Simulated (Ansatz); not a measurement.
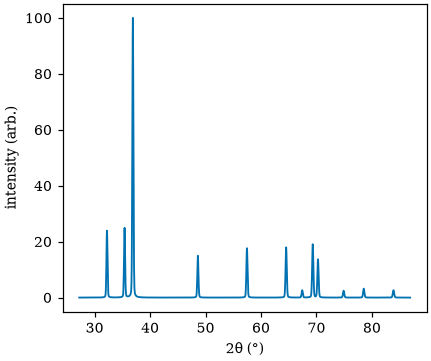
Simulated powder pattern, Cu Kα1, λ = 1.54056 Å

The pattern belongs to a structure relaxed with DFT-PBE in the program Ansatz with PAW potentials.

**Question.** Pick the material that matches.
(A) Gd, hcp (Mg type)
(B) Ti, hcp (Mg type)
(C) Zr, hcp (Mg type)
(D) Hf, hcp (Mg type)

**Answer.** D, Hf, hcp (Mg type)

Space group P6_3/mmc (hcp (Mg type)). Symmetry was held in the PBE relaxation. The run is not spin-polarised. Spin–orbit coupling is left out wherever it is not named.

Potentials: the later of the program's two PAW sets.
